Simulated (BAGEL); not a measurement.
# A workflow on C4H12Sn (tetramethyltin), part 1 of 2

Wanted: a series of 15 runs (PBE0/x2c-SVPall, RI-MP2/x2c-SVPall) of C4H12Sn. 

The calculation is run with BAGEL 1.2.2.

1 further run of the same task is left out (set aside as unsound or not needed).

## Step 1: The system as given

The species is C4H12Sn (17 atoms), meant as a singlet with charge 0. As SMILES, `[CH3][Sn]([CH3])([CH3])[CH3]`. One bond was lengthened or shortened from a relaxed shape.

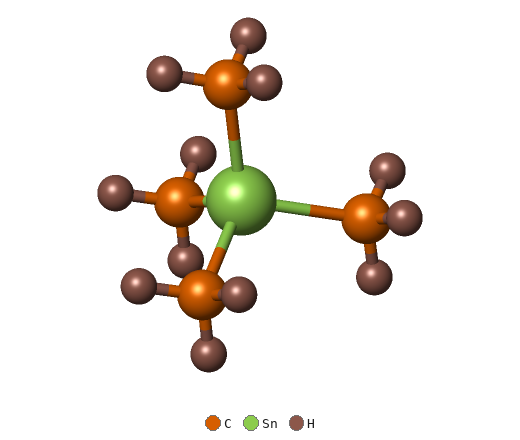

Viewed from a chosen angle; carbon orange, tin green, hydrogen brown.

## Step 2: The energy at PBE0/x2c-SVPall (DKH2, density fitting with AutoAux) (run 1)

Contents of calc.json:

```json
{ "bagel": [

{
  "title": "molecule",
  "basis": "x2c-svpall.json",
  "df_basis": "x2c-svpall-autoaux.json",
  "angstrom": "true",
  "dkh": "true",
  "geometry": [
    { "atom": "C", "xyz": [   -0.383007,    0.720029,   -1.633121 ] },
    { "atom": "Sn", "xyz": [   -0.000010,   -0.000030,    0.000060 ] },
    { "atom": "C", "xyz": [    2.084150,    0.281310,    0.435320 ] },
    { "atom": "C", "xyz": [   -0.449910,   -2.099920,   -0.019970 ] },
    { "atom": "C", "xyz": [   -1.183640,    0.971530,    1.505860 ] },
    { "atom": "H", "xyz": [   -0.163617,    1.788839,   -1.638131 ] },
    { "atom": "H", "xyz": [    0.214303,    0.239379,   -2.409471 ] },
    { "atom": "H", "xyz": [   -1.438657,    0.581189,   -1.871481 ] },
    { "atom": "H", "xyz": [    2.328700,   -0.141750,    1.410880 ] },
    { "atom": "H", "xyz": [    2.329620,    1.344380,    0.446530 ] },
    { "atom": "H", "xyz": [    2.699990,   -0.209230,   -0.320080 ] },
    { "atom": "H", "xyz": [   -0.213990,   -2.548310,    0.946360 ] },
    { "atom": "H", "xyz": [    0.134420,   -2.606500,   -0.789680 ] },
    { "atom": "H", "xyz": [   -1.509250,   -2.259180,   -0.227230 ] },
    { "atom": "H", "xyz": [   -2.246520,    0.832330,    1.302350 ] },
    { "atom": "H", "xyz": [   -0.961290,    0.556140,    2.489990 ] },
    { "atom": "H", "xyz": [   -0.970980,    2.041550,    1.524580 ] }
  ]
},
{
  "title": "ks",
  "xc_func": "pbe0"
},
{
  "title": "print",
  "file": "orbitals.molden",
  "orbitals": "true"
}

]}
```

The basis set x2c-SVPall is read from a file made from the Basis Set Exchange's data (not shown).

Started as:

```bash
$ BAGEL_NUM_THREADS=1 BAGEL calc.json > calc.out
```

Log:

```text
* using 1 threads per process

  ===============================================================
  ===============================================================

  *** Geometry ***

  { "atom" : "C", "xyz" : [     -0.723778,      1.360658,     -3.086151 ] },
  { "atom" : "Sn", "xyz" : [     -0.000019,     -0.000057,      0.000113 ] },
  { "atom" : "C", "xyz" : [      3.938473,      0.531599,      0.822636 ] },
  { "atom" : "C", "xyz" : [     -0.850207,     -3.968274,     -0.037738 ] },
  { "atom" : "C", "xyz" : [     -2.236755,      1.835926,      2.845663 ] },
  { "atom" : "H", "xyz" : [     -0.309191,      3.380416,     -3.095619 ] },
  { "atom" : "H", "xyz" : [      0.404974,      0.452361,     -4.553240 ] },
  { "atom" : "H", "xyz" : [     -2.718668,      1.098288,     -3.536587 ] },
  { "atom" : "H", "xyz" : [      4.400605,     -0.267869,      2.666177 ] },
  { "atom" : "H", "xyz" : [      4.402344,      2.540510,      0.843819 ] },
  { "atom" : "H", "xyz" : [      5.102242,     -0.395387,     -0.604864 ] },
  { "atom" : "H", "xyz" : [     -0.404382,     -4.815608,      1.788361 ] },
  { "atom" : "H", "xyz" : [      0.254017,     -4.925571,     -1.492279 ] },
  { "atom" : "H", "xyz" : [     -2.852069,     -4.269231,     -0.429402 ] },
  { "atom" : "H", "xyz" : [     -4.245308,      1.572876,      2.461085 ] },
  { "atom" : "H", "xyz" : [     -1.816575,      1.050952,      4.705399 ] },
  { "atom" : "H", "xyz" : [     -1.834886,      3.857970,      2.881039 ] },

  Number of auxiliary basis functions:     1114

  Since a DF basis is specified, we compute 2- and 3-index integrals:
    o Being stored without compression. Storage requirement is 0.206 GB

  Number of basis functions:      152
  Number of electrons      :       86

    * METHOD: MOLECULE                             1.76

  *** Kohn-Sham DFT ***

    * Removing 35183 points whose weight is below 1.00e-10
    * Grid points: 218219

  === Nuclear Repulsion ===
   538.2479304959

       - DIIS with orbital gradients will be used.

  === KS iteration (pbe0 / x2c-svpall.json) ===
      0      -6274.47553639          0.07618416           2.07
      1      -6137.42323135          0.13535072           1.98
      2      -6240.77656556          0.12749553           2.05
      3      -6308.35045932          0.07870185           2.21
      4      -6262.66646813          0.14891695           1.94
      5      -6302.39739615          0.09142876           2.30
      6      -6323.71552406          0.06833582           2.12
      7      -6248.48297244          0.11242257           2.12
      8      -6329.12291603          0.05030916           2.13
      9      -6318.90741718          0.07246901           2.16
     10      -6332.58411101          0.01791931           2.12
     11      -6333.05412798          0.00978000           1.98
     12      -6333.21552131          0.00341399           1.98
     13      -6333.23260202          0.00141547           2.13
     14      -6333.23525230          0.00037030           2.07
     15      -6333.23542412          0.00009848           2.15
     16      -6333.23543671          0.00001983           2.23
     17      -6333.23543725          0.00000268           2.82
     18      -6333.23543725          0.00000186           2.23
     19      -6333.23543726          0.00000051           2.61
     20      -6333.23543726          0.00000013           2.59
     21      -6333.23543726          0.00000008           2.48
     22      -6333.23543726          0.00000002           2.53
     23      -6333.23543726          0.00000000           2.12
    * SCF iteration converged.

    * Permanent dipole moment:
           (    0.070517,    -0.132143,     0.299739) a.u.

    * METHOD: KS                                  55.86

    * METHOD: PRINT                                0.03

  ===============================================================
```

It took 58 s on 1 thread of Intel Xeon 6975P-C (Granite Rapids), shared host; peak memory 1.6 GiB.

## Step 3: Bond 2-1 at 2.148 A: the energy at RI-MP2/x2c-SVPall (DKH2, density fitting with AutoAux) (run 2)

Contents of job.json:

```json
{ "bagel" : [

{
  "title" : "molecule",
  "basis" : "x2c-svpall.json",
  "df_basis" : "x2c-svpall-autoaux.json",
  "angstrom" : true,
  "dkh" : true,
  "geometry" : [
    { "atom" : "C", "xyz" : [      -0.450585,       0.847080,      -1.921287 ] },
    { "atom" : "Sn", "xyz" : [      -0.000010,      -0.000030,       0.000060 ] },
    { "atom" : "C", "xyz" : [       2.084150,       0.281310,       0.435320 ] },
    { "atom" : "C", "xyz" : [      -0.449910,      -2.099920,      -0.019970 ] },
    { "atom" : "C", "xyz" : [      -1.183640,       0.971530,       1.505860 ] },
    { "atom" : "H", "xyz" : [      -0.231195,       1.915890,      -1.926297 ] },
    { "atom" : "H", "xyz" : [       0.146725,       0.366430,      -2.697637 ] },
    { "atom" : "H", "xyz" : [      -1.506235,       0.708240,      -2.159647 ] },
    { "atom" : "H", "xyz" : [       2.328700,      -0.141750,       1.410880 ] },
    { "atom" : "H", "xyz" : [       2.329620,       1.344380,       0.446530 ] },
    { "atom" : "H", "xyz" : [       2.699990,      -0.209230,      -0.320080 ] },
    { "atom" : "H", "xyz" : [      -0.213990,      -2.548310,       0.946360 ] },
    { "atom" : "H", "xyz" : [       0.134420,      -2.606500,      -0.789680 ] },
    { "atom" : "H", "xyz" : [      -1.509250,      -2.259180,      -0.227230 ] },
    { "atom" : "H", "xyz" : [      -2.246520,       0.832330,       1.302350 ] },
    { "atom" : "H", "xyz" : [      -0.961290,       0.556140,       2.489990 ] },
    { "atom" : "H", "xyz" : [      -0.970980,       2.041550,       1.524580 ] }
  ]
},

{ "title" : "hf" },

{ "title" : "mp2", "ncore" : 22 }

]}
```

The basis set x2c-SVPall is read from a file made from the Basis Set Exchange's data (not shown).

Started as:

```bash
$ BAGEL_NUM_THREADS=1 BAGEL job.json > job.out
```

Log:

```text
* using 1 threads per process

  ===============================================================
  ===============================================================

  *** Geometry ***

  { "atom" : "C", "xyz" : [     -0.851482,      1.600749,     -3.630706 ] },
  { "atom" : "Sn", "xyz" : [     -0.000019,     -0.000057,      0.000113 ] },
  { "atom" : "C", "xyz" : [      3.938473,      0.531599,      0.822636 ] },
  { "atom" : "C", "xyz" : [     -0.850207,     -3.968274,     -0.037738 ] },
  { "atom" : "C", "xyz" : [     -2.236755,      1.835926,      2.845663 ] },
  { "atom" : "H", "xyz" : [     -0.436895,      3.620507,     -3.640174 ] },
  { "atom" : "H", "xyz" : [      0.277270,      0.692452,     -5.097795 ] },
  { "atom" : "H", "xyz" : [     -2.846372,      1.338380,     -4.081141 ] },
  { "atom" : "H", "xyz" : [      4.400605,     -0.267869,      2.666177 ] },
  { "atom" : "H", "xyz" : [      4.402344,      2.540510,      0.843819 ] },
  { "atom" : "H", "xyz" : [      5.102242,     -0.395387,     -0.604864 ] },
  { "atom" : "H", "xyz" : [     -0.404382,     -4.815608,      1.788361 ] },
  { "atom" : "H", "xyz" : [      0.254017,     -4.925571,     -1.492279 ] },
  { "atom" : "H", "xyz" : [     -2.852069,     -4.269231,     -0.429402 ] },
  { "atom" : "H", "xyz" : [     -4.245308,      1.572876,      2.461085 ] },
  { "atom" : "H", "xyz" : [     -1.816575,      1.050952,      4.705399 ] },
  { "atom" : "H", "xyz" : [     -1.834886,      3.857970,      2.881039 ] },

  Number of auxiliary basis functions:     1114

  Since a DF basis is specified, we compute 2- and 3-index integrals:
    o Being stored without compression. Storage requirement is 0.206 GB

  Number of basis functions:      152
  Number of electrons      :       86

    * METHOD: MOLECULE                             2.05

  *** RHF ***

  === Nuclear Repulsion ===
   519.1632696877

      * DIIS with orbital gradients will be used.

  === RHF iteration (x2c-svpall.json) ===
      0      -6329.63970593          0.01169478           0.97
      1      -6329.84583066          0.00492532           0.77
      2      -6329.88140950          0.00088433           0.92
      3      -6329.88331300          0.00007817           0.79
      4      -6329.88333368          0.00002164           0.75
      5      -6329.88333528          0.00000693           0.73
      6      -6329.88333540          0.00000149           0.83
      7      -6329.88333541          0.00000025           0.73
      8      -6329.88333541          0.00000010           0.73
      9      -6329.88333541          0.00000002           0.85
     10      -6329.88333541          0.00000000           0.75
    * SCF iteration converged.

    * Permanent dipole moment:
           (    0.000064,     0.000089,    -0.000346) a.u.

    * METHOD: HF                                  10.45

  *** RHF ***

  === Nuclear Repulsion ===
   519.1632696877

      * DIIS with orbital gradients will be used.

  === RHF iteration (x2c-svpall.json) ===
      0      -6329.88333541          0.00000000           0.75
    * SCF iteration converged.

    * Permanent dipole moment:
           (    0.000064,     0.000089,    -0.000346) a.u.

  === DF-MP2 calculation ===

    * freezing 22 orbitals
    * 3-index integral transformation done
    * assembly done

      MP2 correlation energy:   -0.7058299480      0.45

      MP2 total energy:       -6330.5891653541

    * METHOD: MP2                                  2.55

  ===============================================================
```

Wall time 16 s (1 thread of Intel Xeon 6975P-C (Granite Rapids), shared host); peak memory 0.64 GiB.

Runs 3 to 10 aren't shown in full; the table further down has their settings and results.

## Step 4: Bond 2-1 at 4.080 A: a single-point energy at PBE0/x2c-SVPall (DKH2, density fitting with AutoAux) (run 11)

Contents of dft.json:

```json
{ "bagel" : [

{
  "title" : "molecule",
  "basis" : "x2c-svpall.json",
  "df_basis" : "x2c-svpall-autoaux.json",
  "angstrom" : true,
  "dkh" : true,
  "geometry" : [
    { "atom" : "C", "xyz" : [   -0.856114,    1.609502,   -3.650553 ] },
    { "atom" : "Sn", "xyz" : [   -0.000010,   -0.000030,    0.000060 ] },
    { "atom" : "C", "xyz" : [    2.084150,    0.281310,    0.435320 ] },
    { "atom" : "C", "xyz" : [   -0.449910,   -2.099920,   -0.019970 ] },
    { "atom" : "C", "xyz" : [   -1.183640,    0.971530,    1.505860 ] },
    { "atom" : "H", "xyz" : [   -0.636724,    2.678312,   -3.655563 ] },
    { "atom" : "H", "xyz" : [   -0.258804,    1.128852,   -4.426903 ] },
    { "atom" : "H", "xyz" : [   -1.911764,    1.470662,   -3.888913 ] },
    { "atom" : "H", "xyz" : [    2.328700,   -0.141750,    1.410880 ] },
    { "atom" : "H", "xyz" : [    2.329620,    1.344380,    0.446530 ] },
    { "atom" : "H", "xyz" : [    2.699990,   -0.209230,   -0.320080 ] },
    { "atom" : "H", "xyz" : [   -0.213990,   -2.548310,    0.946360 ] },
    { "atom" : "H", "xyz" : [    0.134420,   -2.606500,   -0.789680 ] },
    { "atom" : "H", "xyz" : [   -1.509250,   -2.259180,   -0.227230 ] },
    { "atom" : "H", "xyz" : [   -2.246520,    0.832330,    1.302350 ] },
    { "atom" : "H", "xyz" : [   -0.961290,    0.556140,    2.489990 ] },
    { "atom" : "H", "xyz" : [   -0.970980,    2.041550,    1.524580 ] }
  ]
},
{
  "title" : "ks",
  "xc_func" : "pbe0"
},
{
  "title" : "print",
  "file" : "orbitals.molden",
  "orbitals" : true
}

]}
```

The basis set x2c-SVPall is read from a file made from the Basis Set Exchange's data (not shown).

Started as:

```bash
$ BAGEL_NUM_THREADS=1 BAGEL dft.json > dft.out
```

Log:

```text
* using 1 threads per process

  ===============================================================
  ===============================================================

  *** Geometry ***

  { "atom" : "C", "xyz" : [     -1.617821,      3.041518,     -6.898545 ] },
  { "atom" : "Sn", "xyz" : [     -0.000019,     -0.000057,      0.000113 ] },
  { "atom" : "C", "xyz" : [      3.938473,      0.531599,      0.822636 ] },
  { "atom" : "C", "xyz" : [     -0.850207,     -3.968274,     -0.037738 ] },
  { "atom" : "C", "xyz" : [     -2.236755,      1.835926,      2.845663 ] },
  { "atom" : "H", "xyz" : [     -1.203234,      5.061276,     -6.908013 ] },
  { "atom" : "H", "xyz" : [     -0.489069,      2.133221,     -8.365634 ] },
  { "atom" : "H", "xyz" : [     -3.612710,      2.779148,     -7.348980 ] },
  { "atom" : "H", "xyz" : [      4.400605,     -0.267869,      2.666177 ] },
  { "atom" : "H", "xyz" : [      4.402344,      2.540510,      0.843819 ] },
  { "atom" : "H", "xyz" : [      5.102242,     -0.395387,     -0.604864 ] },
  { "atom" : "H", "xyz" : [     -0.404382,     -4.815608,      1.788361 ] },
  { "atom" : "H", "xyz" : [      0.254017,     -4.925571,     -1.492279 ] },
  { "atom" : "H", "xyz" : [     -2.852069,     -4.269231,     -0.429402 ] },
  { "atom" : "H", "xyz" : [     -4.245308,      1.572876,      2.461085 ] },
  { "atom" : "H", "xyz" : [     -1.816575,      1.050952,      4.705399 ] },
  { "atom" : "H", "xyz" : [     -1.834886,      3.857970,      2.881039 ] },

  Number of auxiliary basis functions:     1114

  Since a DF basis is specified, we compute 2- and 3-index integrals:
    o Being stored without compression. Storage requirement is 0.206 GB

  Number of basis functions:      152
  Number of electrons      :       86

    * METHOD: MOLECULE                             1.85

  *** Kohn-Sham DFT ***

    * Removing 32006 points whose weight is below 1.00e-10
    * Grid points: 221396

  === Nuclear Repulsion ===
   461.7762027009

       - DIIS with orbital gradients will be used.

  === KS iteration (pbe0 / x2c-svpall.json) ===
      0      -6272.73558263          0.08026490           2.36
      1      -5927.70447065          0.11216900           2.24
      2      -6246.23897545          0.09906438           2.61
      3      -6311.93820572          0.04027672           2.36
      4      -6331.35957241          0.03218045           2.45
      5      -6319.51285138          0.04707287           2.03
      6      -6319.29769780          0.04716101           2.10
      7      -6317.85690573          0.05056024           2.07
      8      -6318.48796216          0.04733706           2.06
      9      -6314.59537827          0.04565176           2.12
     10      -6332.23868091          0.02244473           2.07
     11      -6332.99239266          0.00770877           2.74
     12      -6332.85644617          0.01074861           2.79
     13      -6332.96929580          0.00793382           2.76
     14      -6332.93497144          0.00784761           2.60
     15      -6333.12437730          0.00266912           2.42
     16      -6333.13264688          0.00165347           2.53
     17      -6333.13268877          0.00163349           2.15
     18      -6333.13538072          0.00127466           2.13
     19      -6333.13714566          0.00088181           2.25
     20      -6333.13913635          0.00004141           2.69
     21      -6333.13913692          0.00003524           2.43
     22      -6333.13913897          0.00000876           2.08
     23      -6333.13913908          0.00000284           2.00
     24      -6333.13913910          0.00000140           1.99
     25      -6333.13913910          0.00000082           2.03
     26      -6333.13913910          0.00000006           1.98
     27      -6333.13913910          0.00000002           1.96
     28      -6333.13913910          0.00000001           2.42
    * SCF iteration converged.

    * Permanent dipole moment:
           (   -0.224202,     0.420760,    -0.954799) a.u.

    * METHOD: KS                                  69.51

    * METHOD: PRINT                                0.08

  ===============================================================
```

It took 72 s on 1 thread of Intel Xeon 6975P-C (Granite Rapids), shared host; peak memory 1.6 GiB.

Runs 12 to 14 aren't shown in full; the table further down has their settings and results.

(Continued in part 2 of 2.)
